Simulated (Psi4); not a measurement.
# BSiH3ClO (SMILES [SiH3]O[B]Cl) at UM06-2X/cc-pVDZ

Aim: the energy change on altering one bond length of BSiH3ClO at UM06-2X/cc-pVDZ, from 2 runs. 

The results are computed with Psi4 1.11.

1 further run of the same task is left out (set aside as unsound or not needed).

## (1) The molecule

BSiH3ClO: 7 atoms, total charge 0, spin state doublet. As SMILES, `[SiH3]O[B]Cl`. The coordinates come from a PBE0-D4/def2-TZVP relaxation. This is one conformer, not always the lowest.

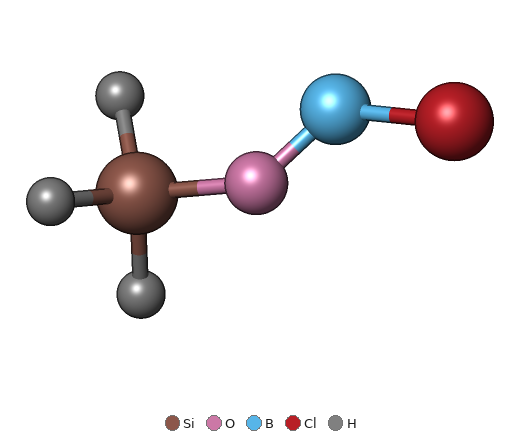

The structure, seen from a chosen angle (silicon brown, oxygen pink, boron blue, chlorine red, hydrogen grey).

## (2) Energy and gradient at UM06-2X/cc-pVDZ

File job.inp:

```
memory 2200 mb

molecule system {
  0 2
  Si
  O 1 r2
  B 2 r3 1 a3
  Cl 3 r4 2 a4 1 d4
  H 1 r5 2 a5 3 d5
  H 1 r6 5 a6 2 d6
  H 1 r7 5 a7 6 d7

  r2 = 1.667081
  r3 = 1.324393
  a3 = 133.86115
  r4 = 1.747065
  a4 = 123.47715
  d4 = -179.8049
  r5 = 1.479746
  a5 = 107.12332
  d5 = -121.62942
  r6 = 1.481626
  a6 = 110.93089
  d6 = -119.91879
  r7 = 1.479782
  a7 = 110.62371
  d7 = -123.52434
  symmetry c1
  no_reorient
  no_com
}

set reference uks
set puream true
set e_convergence 1e-09
set d_convergence 1e-08
set scf_type pk
set dft_radial_points 99
set dft_spherical_points 590
set maxiter 100

e_tot, wfn = gradient("m06-2x/cc-pVDZ", return_wfn=True)
oeprop(wfn, "WIBERG_LOWDIN_INDICES", "DIPOLE", "MULLIKEN_CHARGES")
```

Started as:

```
$ psi4 job.inp job.out -n 1
```

job.out:

```text
[...]
  Running in c1 symmetry.
[...]
  Nuclear repulsion =  174.532044236239756
[...]
  Multiplicity = 2
[...]
  Nalpha       = 24
  Nbeta        = 23
[...]
    Number of basis functions: 79
[...]
   @UKS iter   1:  -851.44782350230548   -4.28482e-01   5.99205e-03 DIIS/ADIIS
[...]
   @UKS iter  13:  -851.53895411049461   -3.63798e-12   5.88861e-09 DIIS
[...]
   @S^2 Observed:                7.542982309E-01
[...]
    Orbital Energies [Eh]
    ---------------------
    Alpha Occupied:
       1A   -102.659117     2A    -67.076132     3A    -19.681001
       4A     -9.805897     5A     -7.526493     6A     -7.521552
       7A     -7.521045     8A     -7.147215     9A     -5.604419
      10A     -3.914499    11A     -3.911647    12A     -3.911538
      13A     -1.177670    14A     -0.935623    15A     -0.702277
      16A     -0.575207    17A     -0.530340    18A     -0.511295
      19A     -0.502824    20A     -0.418678    21A     -0.416303
      22A     -0.393830    23A     -0.388356    24A     -0.252645
    Alpha Virtual:
      25A      0.016652    26A      0.044022    27A      0.096272
[...]
  @UKS Final Energy:  -851.53895411049461
   => Energetics <=
    Nuclear Repulsion Energy =            174.5320442362397557
    One-Electron Energy =               -1522.0023470679761886
    Two-Electron Energy =                 525.8331576121839817
    DFT Exchange-Correlation Energy =     -29.9018088909421245
    Empirical Dispersion Energy =           0.0000000000000000
    VV10 Nonlocal Energy =                  0.0000000000000000
    Total Energy =                       -851.5389541104946147
[...]
  -Total Gradient:
     Atom            X                  Y                   Z
    ------   -----------------  -----------------  -----------------
       1       -0.000052602441    -0.000208124191     0.022737361946
       2        0.000060041781    -0.007478364701    -0.020039088104
       3       -0.000048764304     0.009929980963     0.004209086672
       4        0.000022788688    -0.002772737477    -0.007576896565
       5       -0.001029961520    -0.000618139363     0.000381133287
       6       -0.000019562885     0.001727226187     0.000212435170
       7        0.001067642636    -0.000597676143     0.000353616924
[...]
 Multipole Moments:
 ------------------------------------------------------------------------------------
     Multipole            Electronic (a.u.)      Nuclear  (a.u.)        Total (a.u.)
 ------------------------------------------------------------------------------------
 L = 1.  Multiply by 2.5417464519 to convert [e a0] to [Debye]
 Dipole X            :         -0.0063771            0.0066740            0.0002969
 Dipole Y            :         -1.7511710            1.8827956            0.1316246
 Dipole Z            :          8.9447076           -9.8182696           -0.8735620
 Magnitude           :                                                    0.8834227
[...]
  Mulliken Charges: (a.u.)
   Center  Symbol    Alpha    Beta     Spin     Total
       1    SI     6.75135  6.74699  0.00435  0.50166
       2     O     4.11998  4.10111  0.01887 -0.22109
       3     B     2.96421  2.04918  0.91503 -0.01340
       4    CL     8.56970  8.51058  0.05912 -0.08029
       5     H     0.53075  0.52998  0.00077 -0.06072
       6     H     0.53323  0.53214  0.00109 -0.06537
       7     H     0.53078  0.53001  0.00077 -0.06079
   Total alpha = 24.00000, Total beta = 23.00000, Total charge =  0.00000
  Wiberg Bond Indices using Orthogonal Lowdin Orbitals:
[...]
```

Wall time 82 s (1 thread of AMD EPYC 7R43 (Zen 3), shared host); peak memory 1.3 GiB.

## (3) The distorted shape, same level

File job.json:

```json
{
 "schema_name": "qcschema_input",
 "schema_version": 1,
 "molecule": {
  "schema_name": "qcschema_molecule",
  "schema_version": 2,
  "symbols": ["Si", "O", "B", "Cl", "H", "H", "H"],
  "geometry": [-1.28055968, 2.36938397, 1.06118704, -0.11289791, -0.32120809, -0.08852233, 2.17612735, -1.06519326, -0.77449291, 3.03301043, -4.98282985, -2.30376512, -2.4678746, 1.76731723, 3.52028765, 0.77659618, 4.2424805, 1.37563747, -3.19541916, 3.28590114, -0.75899716],
  "molecular_charge": 0,
  "molecular_multiplicity": 2,
  "fix_symmetry": "c1",
  "fix_com": true,
  "fix_orientation": true
 },
 "driver": "gradient",
 "model": {
  "method": "m06-2x",
  "basis": "cc-pVDZ"
 },
 "keywords": {
  "reference": "uks",
  "puream": true,
  "e_convergence": 1e-09,
  "d_convergence": 1e-08,
  "scf_type": "pk",
  "dft_radial_points": 99,
  "dft_spherical_points": 590,
  "maxiter": 100,
  "scf_properties": ["WIBERG_LOWDIN_INDICES", "MULLIKEN_CHARGES", "LOWDIN_CHARGES"]
 }
}
```

Started as:

```
$ psi4 --qcschema job.json -n 1 --memory 2200MB
```

stdout, shortened:

```text
[...]
  Running in c1 symmetry.
[...]
  Nuclear repulsion =  161.107110713458866
[...]
  Multiplicity = 2
[...]
  Nalpha       = 24
  Nbeta        = 23
[...]
    Number of basis functions: 79
[...]
   @UKS iter   1:  -851.39314075700315   -7.18281e-01   6.07240e-03 ADIIS/DIIS
[...]
   @UKS iter  15:  -851.49454437908912   -2.04636e-12   4.69254e-09 DIIS
[...]
   @S^2 Observed:                7.586040038E-01
[...]
  @UKS Final Energy:  -851.49454437908912
   => Energetics <=
    Nuclear Repulsion Energy =            161.1071107134588658
    One-Electron Energy =               -1495.1802534966243456
    Two-Electron Energy =                 512.4251725479216475
    DFT Exchange-Correlation Energy =     -29.8465741438453236
    Empirical Dispersion Energy =           0.0000000000000000
    VV10 Nonlocal Energy =                  0.0000000000000000
    Total Energy =                       -851.4945443790891204
[...]
 Multipole Moments:
[...]
  Mulliken Charges: (a.u.)
   Center  Symbol    Alpha    Beta     Spin     Total
       1    SI     6.75131  6.75227 -0.00096  0.49642
       2     O     4.10264  4.09890  0.00374 -0.20154
       3     B     2.79794  2.03694  0.76100  0.16512
       4    CL     8.77626  8.54080  0.23546 -0.31706
       5     H     0.52264  0.52220  0.00045 -0.04484
       6     H     0.52655  0.52666 -0.00011 -0.05321
       7     H     0.52266  0.52223  0.00043 -0.04489
   Total alpha = 24.00000, Total beta = 23.00000, Total charge = -0.00000
  Lowdin Charges: (a.u.)
[...]
  -Total Gradient:
     Atom            X                  Y                   Z
    ------   -----------------  -----------------  -----------------
       1        0.016560402318    -0.030462317148    -0.013691047945
       2       -0.037841989666     0.038726266406     0.020561538073
       3        0.009636119414     0.042620009378     0.013085006426
       4        0.014236967054    -0.053384850854    -0.021315815372
       5       -0.000461933622     0.001124831087    -0.000337543656
       6       -0.001815980350     0.000579818105     0.000522797641
       7       -0.000219540959     0.000654867624     0.001106418358
[...]
```

The result, in JSON:

```text
{
 "driver": "gradient",
 "model": {
  "method": "m06-2x",
  "basis": "cc-pVDZ"
 },
 "success": true,
 "return_result": [0.016560402318124903, -0.03046231714773142, -0.013691047945308486, -0.03784198966621896, 0.03872626640639101, 0.02056153807297994, 0.009636119413948069, 0.04262000937781394, 0.013085006426309428, 0.014236967054101709, -0.05338485085395986, -0.021315815372476808, -0.00046193362233449414, 0.0011248310870890978, -0.000337543655980016, -0.0018159803501390376, 0.0005798181051925727, 0.0005227976411585032, -0.0002195409591799341, 0.0006548676239923161, 0.0011064183579845774],
 "properties": {
  "calcinfo_nbasis": 79,
  "calcinfo_nmo": 79,
  "calcinfo_nalpha": 24,
  "calcinfo_nbeta": 23,
  "calcinfo_natom": 7,
  "nuclear_repulsion_energy": 161.10711071345887,
  "return_energy": -851.4945443790891,
  "return_gradient": [0.016560402318124903, -0.03046231714773142, -0.013691047945308486, -0.03784198966621896, 0.03872626640639101, 0.02056153807297994, 0.009636119413948069, 0.04262000937781394, 0.013085006426309428, 0.014236967054101709, -0.05338485085395986, -0.021315815372476808, -0.00046193362233449414, 0.0011248310870890978, -0.000337543655980016, -0.0018159803501390376, 0.0005798181051925727, 0.0005227976411585032, -0.0002195409591799341, 0.0006548676239923161, 0.0011064183579845774],
  "scf_one_electron_energy": -1495.1802534966243,
  "scf_two_electron_energy": 512.4251725479216,
  "scf_xc_energy": -29.846574143845324,
  "scf_dipole_moment": [-0.8366747716982346, 1.7966348608790454, 0.7817578047597031],
  "scf_total_energy": -851.4945443790891,
  "scf_total_gradient": [0.016560402318124903, -0.03046231714773142, -0.013691047945308486, -0.03784198966621896, 0.03872626640639101, 0.02056153807297994, 0.009636119413948069, 0.04262000937781394, 0.013085006426309428, 0.014236967054101709, -0.05338485085395986, -0.021315815372476808, -0.00046193362233449414, 0.0011248310870890978, -0.000337543655980016, -0.0018159803501390376, 0.0005798181051925727, 0.0005227976411585032, -0.0002195409591799341, 0.0006548676239923161, 0.0011064183579845774],
  "scf_iterations": 15
 }
}
```

Run time: 87 s. Hardware: 1 thread of AMD EPYC 7R43 (Zen 3), shared host; peak memory 1.3 GiB.

## (4) Outcome

At UM06-2X/cc-pVDZ:

| quantity | value |
| --- | --- |
| first shape: total energy | -851.53895 Eh |
| first shape: dipole moment | 2.25 D |
| first shape: HOMO energy (highest over α and β) | -6.87 eV |
| first shape: LUMO energy (lowest over α and β) | -1.19 eV |
| first shape: ⟨S²⟩ | 0.754 |
| first shape: largest force on an atom | 1.169 eV/Å |
| distorted shape: total energy | -851.49454 Eh |
| distorted shape: dipole moment | 5.42 D |
| distorted shape: HOMO energy (highest over α and β) | -8.07 eV |
| distorted shape: LUMO energy (lowest over α and β) | -2.23 eV |
| distorted shape: ⟨S²⟩ | 0.759 |
| distorted shape: largest force on an atom | 3.045 eV/Å |
| energy change with the B3–Cl4 bond stretched from 1.747 to 2.271 Å | 1.208 eV |

**Reading.** With the B3–Cl4 bond stretched from 1.747 to 2.271 Å the energy rises by 1.21 eV (28 kcal/mol). The first shape isn't relaxed at this level, so the change isn't measured from a minimum. The largest force (first shape) is 1.17 eV/Å: the shape isn't a stationary point for this species at this level. Mulliken charges (first shape) run from -0.22 on O2 to +0.50 on Si1. Mulliken charges (distorted shape) run from -0.32 on Cl4 to +0.50 on Si1; they depend strongly on the basis.
